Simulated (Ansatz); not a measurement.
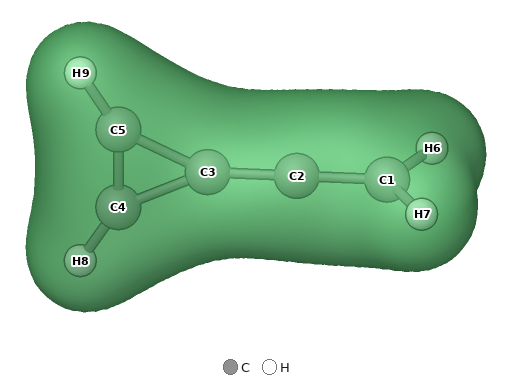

*C5H4 (SMILES C=C=C1C=C1). Isosurface of the total electron density at 0.1 e/Å³ (green), seen at a tilt.*

Geometry: PBE0-D4/def2-TZVP.

These are results of RKS PBE0-D4/def2-TZVPP (Ansatz), not measurements.

| atom | x (Å) | y (Å) | z (Å) |
| --- | --- | --- | --- |
| C | 0.2095 | 1.2866 | -1.7152 |
| C | 0.0886 | 0.5035 | -0.6775 |
| C | -0.0309 | -0.2687 | 0.3468 |
| C | -0.3202 | -1.5358 | 0.9822 |
| C | 0.0194 | -0.5487 | 1.7653 |
| H | -0.6259 | 1.8730 | -2.0913 |
| H | 1.1512 | 1.3877 | -2.2502 |
| H | -0.6125 | -2.5663 | 0.8640 |
| H | 0.2093 | -0.1775 | 2.7590 |

How is the density connected at this value?

Answer. At this value the surface is in one piece. It bridges the sampled C–C (1.29 Å), C–H (1.08 Å) and C–C (1.45 Å) contacts, where the density stays above the isovalue. On the grid the lowest density along these lines, outside the cores, is 2.4 e/Å³ (C–C, 1.29 Å), 1.9 e/Å³ (C–H, 1.08 Å) and 1.7 e/Å³ (C–C, 1.45 Å).
